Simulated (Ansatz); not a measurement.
**GeH₄O: up Jacob's ladder to CCSD(T)**

How much do the methods differ for GeH₄O? The plan is to run it at one geometry with functionals of several rungs and with coupled cluster, and see how far each lands from CCSD(T) at the basis-set limit for the atomisation energy.

Program: Ansatz 0.2.0, Gaussian basis. Level of theory: functionals in def2-TZVPP, the program's frozen cores in correlated methods. These are calculated values, not measurements.

The runs, in order: LDA (SPW92), PBE-D4, revPBE-D4, BLYP-D4, r2SCAN-D4, B97M-V, PBE0-D4, B3LYP-D4, r2SCANh-D4, r2SCAN0-D4, HSE06-D4, BHLYP-D4, CAM-B3LYP-D4, LC-ωPBE, ωB97X-V, ωB97M-V, B2PLYP, PBE-QIDH; CCSD(T)/def2-SVP; CCSD(T)/def2-TZVPP; CCSD(T)/def2-QZVPP; extrapolation to the limit; RPA on PBE.

**1. Structure used throughout**

The geometry comes from an earlier relaxation with PBE0-D4 in a triple-zeta def2 set; it is a stationary point.

SMILES `[OH][GeH3]`, 6 atoms, charge 0, spin multiplicity 1.

Atoms are counted from 1 here; the program's logs count them from 0.

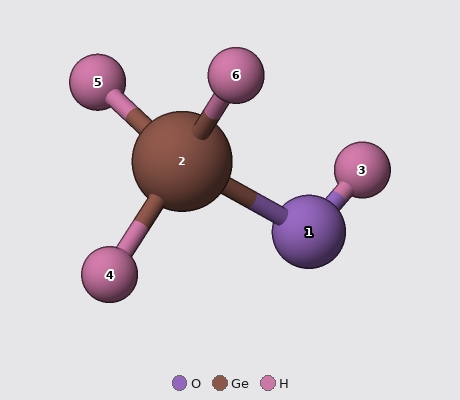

The structure; oxygen purple, germanium brown, hydrogen pink; atoms are numbered from 1 in the order of the file.

Geometry (Å):

```mol
GeH4O
  3D, bonds by distance, orders not assigned

  6  5  0  0  0  0  0  0  0  0999 V2000
    0.4571   -1.2314    0.4277 O   0  0
   -0.2666    0.2666   -0.2129 Ge  0  0
    1.2698   -1.0717    0.9116 H   0  0
   -1.5303   -0.2038   -0.9375 H   0  0
    0.7165    0.9524   -1.1812 H   0  0
   -0.6044    1.2240    0.9462 H   0  0
  1  2  8  0
  1  3  8  0
  2  4  8  0
  2  5  8  0
  2  6  8  0
M  END
```

**2. LDA**

This LDA is Slater exchange with PW92 correlation.

Contents of in.yaml:

```yaml
crystal:
  periodic: [false, false, false]
  atoms:
    - {symbol: O, position_ang: [0.457117, -1.231412, 0.427721]}
    - {symbol: Ge, position_ang: [-0.266599, 0.266621, -0.212929]}
    - {symbol: H, position_ang: [1.269782, -1.071718, 0.911622]}
    - {symbol: H, position_ang: [-1.530285, -0.203837, -0.937531]}
    - {symbol: H, position_ang: [0.716522, 0.952410, -1.181154]}
    - {symbol: H, position_ang: [-0.604437, 1.224036, 0.946171]}
basis:
  gaussian: {orbitals: def2-TZVPP}
hamiltonian: {xc: lda}
output: {orbitals: {seedname: orbitals}}
```

Command:

```console
ansatz run in.yaml --threads 4 --pin off --events-out ev --progress --plain --max-ram 10444MiB
```

What it wrote:

```text
Functional definition: SPW92
  name "SPW92"
  cite "Dirac, Proc. Camb. Phil. Soc. 26, 376 (1930) doi:10.1017/S0305004100016108"
  cite "Slater, Phys. Rev. 81, 385 (1951) doi:10.1103/PhysRev.81.385"
  cite "Perdew & Wang, Phys. Rev. B 45, 13244 (1992) doi:10.1103/PhysRevB.45.13244"
  exchange = slater_x
  correlation = pw_c
745 factors; their error is unknown
mean field evaluation 1: about -58523.3070 eV, gradient 6.8e1 eV
mean field evaluation 2: about -58472.3910 eV, gradient 1.7e2 eV
mean field evaluation 4: about -58529.8788 eV, gradient 1.1e1 eV
mean field evaluation 8: about -58530.0035 eV, gradient 1.2e-1 eV
mean field -58529.99132742 eV, -2150.9375082295 hartree, gradient 8.8e-5 eV, S^2 0.000000; 0 other end points of the search recorded, 0 dependent functions left out
reference -58529.99135872 eV, -2150.9375093800 hartree; 22, 22 occupied and 113, 113 virtual orbitals, 745 factors
Total energy: -58529.99135872 eV, -2150.9375093800 hartree
```

It took 0.25 s on 4 threads of Intel Xeon 6975P-C, shared host.

With the free atoms at this level, -58509.386 eV in sum, the atomisation energy is 1988.1 kJ/mol. HOMO -6.94 eV, LUMO -1.00 eV.

**3. PBE-D4 (GGA)**

in.yaml: that of step 2 with these lines changed.

```diff
@@ -11,3 +11,3 @@
   gaussian: {orbitals: def2-TZVPP}
-hamiltonian: {xc: lda}
-output: {orbitals: {seedname: orbitals}}
+hamiltonian: {xc: pbe, dispersion: d4}
+output: {forces: true, orbitals: {seedname: orbitals}}
```

Same command.

What it wrote, shortened:

```text
Functional definition: PBE
  name "PBE"
  cite "Perdew, Burke & Ernzerhof, Phys. Rev. Lett. 77, 3865 (1996) doi:10.1103/PhysRevLett.77.3865"
  parent pbe
[...]
745 factors; their error is unknown
[...]
mean field -58620.67423019 eV, -2154.2700434393 hartree, gradient 7.3e-5 eV, S^2 0.000000; 0 other end points of the search recorded, 0 dependent functions left out
[...]
reference -58620.67426359 eV, -2154.2700446668 hartree; 22, 22 occupied and 113, 113 virtual orbitals, 745 factors
Total energy: -58620.74069476 eV, -2154.2724859671 hartree
Atom 0 at     0.457117    -1.231412     0.427721 Å, force    -0.201668    -0.590334    -0.049701 eV/Å
Atom 1 at    -0.266599     0.266621    -0.212929 Å, force    -0.113343     0.342882    -0.114192 eV/Å
Atom 2 at     1.269782    -1.071718     0.911622 Å, force     0.395688     0.097625     0.233101 eV/Å
Atom 3 at    -1.530285    -0.203837    -0.937531 Å, force    -0.129734    -0.064794    -0.072277 eV/Å
Atom 4 at     0.716522     0.952410    -1.181154 Å, force     0.102188     0.091343    -0.123554 eV/Å
Atom 5 at    -0.604437     1.224036     0.946171 Å, force    -0.053131     0.123279     0.126623 eV/Å
Dipole moment:     0.135029     0.237300     0.053451 e Å
```

Wall time 0.4 s (4 threads of Intel Xeon 6975P-C, shared host).

Atomisation energy: 1739.6 kJ/mol (free atoms -58602.711 eV, run apart). HOMO -6.82 eV, LUMO -0.77 eV.

**4. revPBE-D4 (GGA)**

in.yaml: that of step 3 with these lines changed.

```diff
@@ -11,3 +11,3 @@
   gaussian: {orbitals: def2-TZVPP}
-hamiltonian: {xc: pbe, dispersion: d4}
-output: {forces: true, orbitals: {seedname: orbitals}}
+hamiltonian: {xc: {name: revPBE}, dispersion: d4}
+output: {orbitals: {seedname: orbitals}}
```

The command is unchanged.

What it wrote:

```text
Functional definition: revPBE
  name "revPBE"
  cite "Zhang & Yang, Phys. Rev. Lett. 80, 890 (1998) doi:10.1103/PhysRevLett.80.890"
  cite "Perdew, Burke & Ernzerhof, Phys. Rev. Lett. 77, 3865 (1996) doi:10.1103/PhysRevLett.77.3865"
  parameter kappa = 1.245
  parameter beta = 0.06672455060314922
  exchange = pbe_x(kappa = kappa, mu = beta*pi^2/3)
  correlation = pbe_c(beta = beta)
745 factors; their error is unknown
mean field evaluation 1: about -58620.2061 eV, gradient 6.5e1 eV
mean field evaluation 2: about -58573.5105 eV, gradient 1.6e2 eV
mean field evaluation 4: about -58626.5095 eV, gradient 1.0e1 eV
mean field evaluation 8: about -58626.6122 eV, gradient 1.5e-1 eV
mean field -58626.61221780 eV, -2154.4882604593 hartree, gradient 6.8e-5 eV, S^2 0.000000; 0 other end points of the search recorded, 0 dependent functions left out
reference -58626.61225939 eV, -2154.4882619876 hartree; 22, 22 occupied and 113, 113 virtual orbitals, 745 factors
Total energy: -58626.82765020 eV, -2154.4961774540 hartree
```

It took 0.35 s on 4 threads of Intel Xeon 6975P-C, shared host.

Atomisation energy: 1699.4 kJ/mol (free atoms -58609.214 eV, run apart). HOMO -6.77 eV, LUMO -0.66 eV.

**5. BLYP-D4 (GGA)**

in.yaml: that of step 4 with these lines changed.

```diff
@@ -11,3 +11,3 @@
   gaussian: {orbitals: def2-TZVPP}
-hamiltonian: {xc: {name: revPBE}, dispersion: d4}
+hamiltonian: {xc: {name: BLYP}, dispersion: d4}
 output: {orbitals: {seedname: orbitals}}
```

Same command.

What it wrote:

```text
Functional definition: BLYP
  name "BLYP"
  cite "Becke, Phys. Rev. A 38, 3098 (1988) doi:10.1103/PhysRevA.38.3098"
  cite "Lee, Yang & Parr, Phys. Rev. B 37, 785 (1988) doi:10.1103/PhysRevB.37.785"
  parameter beta = 0.0042
  parameter a = 0.04918
  parameter b = 0.132
  parameter c = 0.2533
  parameter d = 0.349
  exchange = b88_x(beta = beta)
  correlation = lyp_c(a = a, b = b, c = c, d = d)
745 factors; their error is unknown
mean field evaluation 1: about -58625.2573 eV, gradient 7.1e1 eV
mean field evaluation 2: about -58567.6874 eV, gradient 1.7e2 eV
mean field evaluation 4: about -58632.5244 eV, gradient 1.2e1 eV
mean field evaluation 8: about -58632.6813 eV, gradient 1.2e-1 eV
mean field evaluation 16: about -58632.6689 eV, gradient 1.9e-5 eV
mean field -58632.66887517 eV, -2154.7108385121 hartree, gradient 1.9e-5 eV, S^2 0.000000; 0 other end points of the search recorded, 0 dependent functions left out
reference -58632.66916404 eV, -2154.7108491280 hartree; 22, 22 occupied and 113, 113 virtual orbitals, 745 factors
Total energy: -58632.81968792 eV, -2154.7163807783 hartree
```

It took 0.35 s on 4 threads of Intel Xeon 6975P-C, shared host.

Atomisation energy: 1731.1 kJ/mol (free atoms -58614.879 eV, run apart). HOMO -6.74 eV, LUMO -0.74 eV.

**6. r2SCAN-D4 (meta-GGA)**

in.yaml: that of step 5 with these lines changed.

```diff
@@ -11,3 +11,3 @@
   gaussian: {orbitals: def2-TZVPP}
-hamiltonian: {xc: {name: BLYP}, dispersion: d4}
-output: {orbitals: {seedname: orbitals}}
+hamiltonian: {xc: r2scan, dispersion: d4}
+output: {forces: true, orbitals: {seedname: orbitals}}
```

The command is unchanged.

What it wrote, shortened:

```text
Functional definition: r2SCAN
  name "r2SCAN"
  cite "Furness, Kaplan, Ning, Perdew & Sun, J. Phys. Chem. Lett. 11, 8208 (2020) doi:10.1021/acs.jpclett.0c02405"
  cite "Furness, Kaplan, Ning, Perdew & Sun, J. Phys. Chem. Lett. 11, 9248 (2020) doi:10.1021/acs.jpclett.0c03077"
  parent r2scan
[...]
745 factors; their error is unknown
[...]
mean field -58630.37547631 eV, -2154.6265576586 hartree, gradient 1.2e-5 eV, S^2 0.000000; 0 other end points of the search recorded, 0 dependent functions left out
[...]
reference -58630.37548565 eV, -2154.6265580018 hartree; 22, 22 occupied and 113, 113 virtual orbitals, 745 factors
Total energy: -58630.39045167 eV, -2154.6271079928 hartree
Atom 0 at     0.457117    -1.231412     0.427721 Å, force    -0.037066    -0.089714    -0.011557 eV/Å
Atom 1 at    -0.266599     0.266621    -0.212929 Å, force    -0.032655     0.106551    -0.033912 eV/Å
Atom 2 at     1.269782    -1.071718     0.911622 Å, force     0.037574     0.028467     0.019709 eV/Å
Atom 3 at    -1.530285    -0.203837    -0.937531 Å, force     0.065533     0.010852     0.039312 eV/Å
Atom 4 at     0.716522     0.952410    -1.181154 Å, force    -0.038785    -0.023535     0.028780 eV/Å
Atom 5 at    -0.604437     1.224036     0.946171 Å, force     0.005399    -0.032622    -0.042332 eV/Å
Dipole moment:     0.135799     0.251358     0.052132 e Å
```

Run time: 0.75 s. Hardware: 4 threads of Intel Xeon 6975P-C, shared host.

Atomisation energy: 1747.1 kJ/mol (free atoms -58612.283 eV, run apart). HOMO -7.20 eV, LUMO -0.33 eV.

**7. B97M-V (meta-GGA)**

in.yaml: that of step 6 with these lines changed.

```diff
@@ -11,3 +11,3 @@
   gaussian: {orbitals: def2-TZVPP}
-hamiltonian: {xc: r2scan, dispersion: d4}
-output: {forces: true, orbitals: {seedname: orbitals}}
+hamiltonian: {xc: {name: B97M-V}}
+output: {orbitals: {seedname: orbitals}}
```

Launched as before.

What it wrote, shortened:

```text
Functional definition: B97M-V
  name "B97M-V"
  cite "Mardirossian & Head-Gordon, J. Chem. Phys. 142, 074111 (2015) doi:10.1063/1.4907719"
  cite "Becke, J. Chem. Phys. 107, 8554 (1997) doi:10.1063/1.475007"
  cite "Vydrov & Van Voorhis, J. Chem. Phys. 133, 244103 (2010) doi:10.1063/1.3521275"
  # Of w^i u^j: cxij and so on, Table III.
[...]
  gx(w, u) = cx00 + cx01*u + cx02*u^2 + (cx10 + cx11*u)*w
  gss(w, u) = css00 + css02*u^2 + css10*w + (css32*w^3 + css42*w^4)*u^2
  gos(w, u) = cos00 + cos01*u + cos03*u^3 + cos10*w + cos32*w^3*u^2
[...]
      + integral(e_c_pw_mod_opposite_spin*gos(b97_w_opposite, b97_u_opposite)) + vv10(b, c)
745 factors; their error is unknown
[...]
mean field -58620.55768921 eV, -2154.2657606374 hartree, gradient 4.6e-5 eV, S^2 0.000000; 0 other end points of the search recorded, 0 dependent functions left out
reference -58620.55773693 eV, -2154.2657623909 hartree; 22, 22 occupied and 113, 113 virtual orbitals, 745 factors
Total energy: -58620.55773693 eV, -2154.2657623909 hartree
```

Run time: 1.1 s. Hardware: 4 threads of Intel Xeon 6975P-C, shared host.

Atomisation energy: 1765.7 kJ/mol (free atoms -58602.257 eV, run apart). HOMO -7.34 eV, LUMO -0.56 eV.

**8. PBE0-D4 (hybrid)**

in.yaml: that of step 7 with these lines changed.

```diff
@@ -11,3 +11,3 @@
   gaussian: {orbitals: def2-TZVPP}
-hamiltonian: {xc: {name: B97M-V}}
+hamiltonian: {xc: pbe0, dispersion: d4}
 output: {orbitals: {seedname: orbitals}}
```

The command is unchanged.

What it wrote:

```text
Functional definition: PBE0
  name "PBE0"
  cite "Adamo & Barone, J. Chem. Phys. 110, 6158 (1999) doi:10.1063/1.478522"
  cite "Perdew, Burke & Ernzerhof, Phys. Rev. Lett. 77, 3865 (1996) doi:10.1103/PhysRevLett.77.3865"
  parent pbe
  parameter a = 0.25
  parameter kappa = 0.804
  parameter beta = 0.06672455060314922
  exchange = (1 - a)*pbe_x(kappa = kappa, mu = beta*pi^2/3) + a*exact_x
  correlation = pbe_c(beta = beta)
788 factors; their error is unknown
mean field evaluation 1: about -58617.5021 eV, gradient 5.4e1 eV
mean field evaluation 2: about -58604.8756 eV, gradient 9.8e1 eV
mean field evaluation 4: about -58621.9664 eV, gradient 2.7e0 eV
mean field evaluation 8: about -58622.2500 eV, gradient 1.5e-2 eV
mean field -58622.25000490 eV, -2154.3279520920 hartree, gradient 1.9e-5 eV, S^2 0.000000; 0 other end points of the search recorded, 0 dependent functions left out
reference -58622.25003024 eV, -2154.3279530230 hartree; 22, 22 occupied and 113, 113 virtual orbitals, 788 factors
Total energy: -58622.30490726 eV, -2154.3299697162 hartree
```

It took 0.4 s on 4 threads of Intel Xeon 6975P-C, shared host.

Atomisation energy: 1712.0 kJ/mol (free atoms -58604.561 eV, run apart). HOMO -8.43 eV, LUMO 0.11 eV.

**9. B3LYP-D4 (hybrid)**

B3LYP here takes the VWN-RPA correlation.

in.yaml: that of step 8 with these lines changed.

```diff
@@ -11,3 +11,3 @@
   gaussian: {orbitals: def2-TZVPP}
-hamiltonian: {xc: pbe0, dispersion: d4}
-output: {orbitals: {seedname: orbitals}}
+hamiltonian: {xc: {name: B3LYP}, dispersion: d4}
+output: {forces: true, orbitals: {seedname: orbitals}}
```

Same command.

What it wrote, shortened:

```text
Functional definition: B3LYP
  name "B3LYP"
  cite "Stephens, Devlin, Chabalowski & Frisch, J. Phys. Chem. 98, 11623 (1994) doi:10.1021/j100096a001"
  cite "Becke, Phys. Rev. A 38, 3098 (1988) doi:10.1103/PhysRevA.38.3098"
  cite "Lee, Yang & Parr, Phys. Rev. B 37, 785 (1988) doi:10.1103/PhysRevB.37.785"
  cite "Vosko, Wilk & Nusair, Can. J. Phys. 58, 1200 (1980) doi:10.1139/p80-159"
[...]
776 factors; their error is unknown
[...]
mean field -58633.12790666 eV, -2154.7277076084 hartree, gradient 1.7e-5 eV, S^2 0.000000; 0 other end points of the search recorded, 0 dependent functions left out
[...]
reference -58633.12812539 eV, -2154.7277156463 hartree; 22, 22 occupied and 113, 113 virtual orbitals, 776 factors
Total energy: -58633.23620871 eV, -2154.7316876350 hartree
Atom 0 at     0.457117    -1.231412     0.427721 Å, force     0.101753    -0.215324     0.090654 eV/Å
Atom 1 at    -0.266599     0.266621    -0.212929 Å, force    -0.139656     0.246877    -0.118249 eV/Å
Atom 2 at     1.269782    -1.071718     0.911622 Å, force     0.046000    -0.043831     0.034180 eV/Å
Atom 3 at    -1.530285    -0.203837    -0.937531 Å, force    -0.005422    -0.003513    -0.002913 eV/Å
Atom 4 at     0.716522     0.952410    -1.181154 Å, force     0.004727     0.006650    -0.011624 eV/Å
Atom 5 at    -0.604437     1.224036     0.946171 Å, force    -0.007402     0.009142     0.007952 eV/Å
Dipole moment:     0.133418     0.263930     0.049047 e Å
```

It took 0.55 s on 4 threads of Intel Xeon 6975P-C, shared host.

With the free atoms at this level, -58615.232 eV in sum, the atomisation energy is 1737.2 kJ/mol. HOMO -8.19 eV, LUMO -0.20 eV.

**10. r2SCANh-D4 (hybrid)**

in.yaml: that of step 9 with these lines changed.

```diff
@@ -11,3 +11,3 @@
   gaussian: {orbitals: def2-TZVPP}
-hamiltonian: {xc: {name: B3LYP}, dispersion: d4}
-output: {forces: true, orbitals: {seedname: orbitals}}
+hamiltonian: {xc: {name: r2SCANh}, dispersion: d4}
+output: {orbitals: {seedname: orbitals}}
```

Same command.

What it wrote, shortened:

```text
Functional definition: r2SCANh
  name "r2SCANh"
  cite "Bursch, Neugebauer, Ehlert & Grimme, J. Chem. Phys. 156, 134105 (2022) doi:10.1063/5.0086040"
  cite "Furness, Kaplan, Ning, Perdew & Sun, J. Phys. Chem. Lett. 11, 8208 (2020) doi:10.1021/acs.jpclett.0c02405"
  cite "Furness, Kaplan, Ning, Perdew & Sun, J. Phys. Chem. Lett. 11, 9248 (2020) doi:10.1021/acs.jpclett.0c03077"
  parent r2scan
[...]
764 factors; their error is unknown
[...]
mean field -58630.03228409 eV, -2154.6139455770 hartree, gradient 6.3e-5 eV, S^2 0.000000; 0 other end points of the search recorded, 0 dependent functions left out
reference -58630.03229266 eV, -2154.6139458921 hartree; 22, 22 occupied and 113, 113 virtual orbitals, 764 factors
Total energy: -58630.04814000 eV, -2154.6145282709 hartree
```

Wall time 0.7 s (4 threads of Intel Xeon 6975P-C, shared host).

Atomisation energy: 1734.1 kJ/mol (free atoms -58612.075 eV, run apart). HOMO -7.80 eV, LUMO -0.04 eV.

**11. r2SCAN0-D4 (hybrid)**

in.yaml: that of step 10 with these lines changed.

```diff
@@ -11,3 +11,3 @@
   gaussian: {orbitals: def2-TZVPP}
-hamiltonian: {xc: {name: r2SCANh}, dispersion: d4}
+hamiltonian: {xc: {name: r2SCAN0}, dispersion: d4}
 output: {orbitals: {seedname: orbitals}}
```

The command is unchanged.

What it wrote, shortened:

```text
Functional definition: r2SCAN0
  name "r2SCAN0"
  cite "Bursch, Neugebauer, Ehlert & Grimme, J. Chem. Phys. 156, 134105 (2022) doi:10.1063/5.0086040"
  cite "Furness, Kaplan, Ning, Perdew & Sun, J. Phys. Chem. Lett. 11, 8208 (2020) doi:10.1021/acs.jpclett.0c02405"
  cite "Furness, Kaplan, Ning, Perdew & Sun, J. Phys. Chem. Lett. 11, 9248 (2020) doi:10.1021/acs.jpclett.0c03077"
  parent r2scan
[...]
788 factors; their error is unknown
[...]
mean field -58629.54500534 eV, -2154.5960384133 hartree, gradient 2.2e-5 eV, S^2 0.000000; 0 other end points of the search recorded, 0 dependent functions left out
reference -58629.54501277 eV, -2154.5960386862 hartree; 22, 22 occupied and 113, 113 virtual orbitals, 788 factors
Total energy: -58629.56259107 eV, -2154.5966846770 hartree
```

Wall time 0.7 s (4 threads of Intel Xeon 6975P-C, shared host); peak memory 0.25 GiB.

With the free atoms at this level, -58611.780 eV in sum, the atomisation energy is 1715.7 kJ/mol. HOMO -8.69 eV, LUMO 0.38 eV.

**12. HSE06-D4 (hybrid)**

HSE06 is the plane-wave form, built on full-range PBE exchange.

in.yaml: that of step 11 with these lines changed.

```diff
@@ -11,3 +11,3 @@
   gaussian: {orbitals: def2-TZVPP}
-hamiltonian: {xc: {name: r2SCAN0}, dispersion: d4}
+hamiltonian: {xc: hse06, dispersion: d4}
 output: {orbitals: {seedname: orbitals}}
```

The command is unchanged.

What it wrote, shortened:

```text
Functional definition: HSE06
  name "HSE06"
  cite "Heyd, Scuseria & Ernzerhof, J. Chem. Phys. 118, 8207 (2003) doi:10.1063/1.1564060"
  cite "Krukau, Vydrov, Izmaylov & Scuseria, J. Chem. Phys. 125, 224106 (2006) doi:10.1063/1.2404663"
  cite "Heyd & Scuseria, J. Chem. Phys. 120, 7274 (2004) doi:10.1063/1.1668634"
  cite "Ernzerhof & Perdew, J. Chem. Phys. 109, 3313 (1998) doi:10.1063/1.476928"
  cite "Perdew, Burke & Ernzerhof, Phys. Rev. Lett. 77, 3865 (1996) doi:10.1103/PhysRevLett.77.3865"
  parent pbe
[...]
  # The whole range is PBE's own exchange, as in plane waves. The composition of these papers is wPBEh.
[...]
788 factors; their error is unknown
76 factors; integrals over basis functions are off by at most 5.7e-7 eV
[...]
mean field -58622.15878569 eV, -2154.3245998476 hartree, gradient 6.5e-5 eV, S^2 0.000000; 0 other end points of the search recorded, 0 dependent functions left out
reference -58622.15881943 eV, -2154.3246010876 hartree; 22, 22 occupied and 113, 113 virtual orbitals, 788 factors
Total energy: -58622.20960931 eV, -2154.3264675811 hartree
```

Run time: 0.5 s. Hardware: 4 threads of Intel Xeon 6975P-C, shared host.

Atomisation energy: 1712.4 kJ/mol (free atoms -58604.461 eV, run apart). HOMO -8.02 eV, LUMO -0.26 eV.

**13. BHLYP-D4 (hybrid)**

in.yaml: that of step 12 with these lines changed.

```diff
@@ -11,3 +11,3 @@
   gaussian: {orbitals: def2-TZVPP}
-hamiltonian: {xc: hse06, dispersion: d4}
+hamiltonian: {xc: {name: BHLYP}, dispersion: d4}
 output: {orbitals: {seedname: orbitals}}
```

The command is unchanged.

What it wrote:

```text
Functional definition: BHLYP
  name "BHLYP"
  cite "Becke, J. Chem. Phys. 98, 1372 (1993) doi:10.1063/1.464304"
  cite "Becke, Phys. Rev. A 38, 3098 (1988) doi:10.1103/PhysRevA.38.3098"
  cite "Lee, Yang & Parr, Phys. Rev. B 37, 785 (1988) doi:10.1103/PhysRevB.37.785"
  parameter a = 0.5
  exchange = (1 - a)*b88_x + a*exact_x
  correlation = lyp_c
873 factors; their error is unknown
mean field evaluation 1: about -58625.9063 eV, gradient 4.8e1 eV
mean field evaluation 2: about -58622.3092 eV, gradient 6.6e1 eV
mean field evaluation 4: about -58629.5236 eV, gradient 8.0e-1 eV
mean field evaluation 8: about -58630.0927 eV, gradient 2.7e-1 eV
mean field -58630.09279724 eV, -2154.6161693942 hartree, gradient 4.3e-5 eV, S^2 0.000000; 0 other end points of the search recorded, 0 dependent functions left out
reference -58630.09294640 eV, -2154.6161748759 hartree; 22, 22 occupied and 113, 113 virtual orbitals, 873 factors
Total energy: -58630.17343308 eV, -2154.6191327066 hartree
```

It took 0.45 s on 4 threads of Intel Xeon 6975P-C, shared host.

With the free atoms at this level, -58612.654 eV in sum, the atomisation energy is 1690.3 kJ/mol. HOMO -9.94 eV, LUMO 0.88 eV.

**14. CAM-B3LYP-D4 (range-separated)**

in.yaml: that of step 13 with these lines changed.

```diff
@@ -11,3 +11,3 @@
   gaussian: {orbitals: def2-TZVPP}
-hamiltonian: {xc: {name: BHLYP}, dispersion: d4}
+hamiltonian: {xc: {name: CAM-B3LYP}, dispersion: d4}
 output: {orbitals: {seedname: orbitals}}
```

Same command.

What it wrote, shortened:

```text
Functional definition: CAM-B3LYP
  name "CAM-B3LYP"
  cite "Yanai, Tew & Handy, Chem. Phys. Lett. 393, 51 (2004) doi:10.1016/j.cplett.2004.06.011"
  cite "Iikura, Tsuneda, Yanai & Hirao, J. Chem. Phys. 115, 3540 (2001) doi:10.1063/1.1383587"
  cite "Becke, Phys. Rev. A 38, 3098 (1988) doi:10.1103/PhysRevA.38.3098"
  cite "Lee, Yang & Parr, Phys. Rev. B 37, 785 (1988) doi:10.1103/PhysRevB.37.785"
  cite "Vosko, Wilk & Nusair, Can. J. Phys. 58, 1200 (1980) doi:10.1139/p80-159"
[...]
  # Exact exchange under (alpha + beta erf(omega r))/r, Becke's under what is left of 1/r.
[...]
776 factors; their error is unknown
195 factors; integrals over basis functions are off by at most 9.3e-6 eV
[...]
mean field -58634.33973664 eV, -2154.7722415385 hartree, gradient 2.5e-5 eV, S^2 0.000000; 0 other end points of the search recorded, 0 dependent functions left out
reference -58634.33984318 eV, -2154.7722454538 hartree; 22, 22 occupied and 113, 113 virtual orbitals, 776 factors
Total energy: -58634.39481643 eV, -2154.7742656835 hartree
```

Wall time 0.5 s (4 threads of Intel Xeon 6975P-C, shared host); peak memory 0.26 GiB.

With the free atoms at this level, -58616.227 eV in sum, the atomisation energy is 1753.0 kJ/mol. HOMO -9.88 eV, LUMO 1.01 eV.

[end of part 1 of 2]
